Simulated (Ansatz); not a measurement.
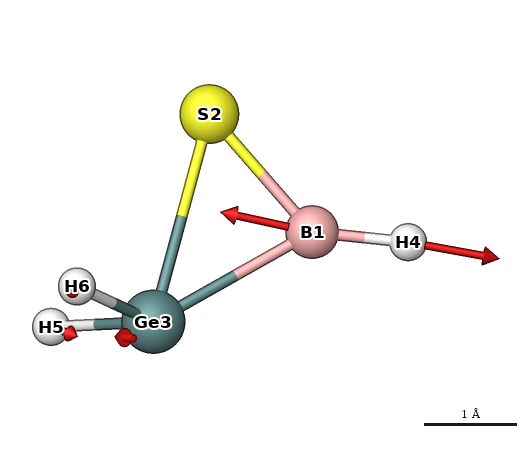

Arrows show the forces on the atoms, 0.2 Å of arrow for 1 eV/Å; forces under a tenth of the largest aren't drawn. Level of theory: PBE-D4/def2-TZVPP (Ansatz 0.2.0).

Question: Which bond do the forces act along most?

Answer: B1–H4, now 1.063 Å: the forces push its atoms apart, so a first step downhill lengthens it.

List the force components in the frame of the picture (x right, y up, z towards the viewer), in eV/Å.

```
atom     Fx     Fy     Fz
  B1  −3.78   0.83   0.56
  S2   0.10   0.28  −0.13
 Ge3  −1.07   0.09  −1.36
  H4   4.12  −0.75  −0.48
  H5   0.80  −0.29   0.70
  H6  −0.15  −0.16   0.70
```
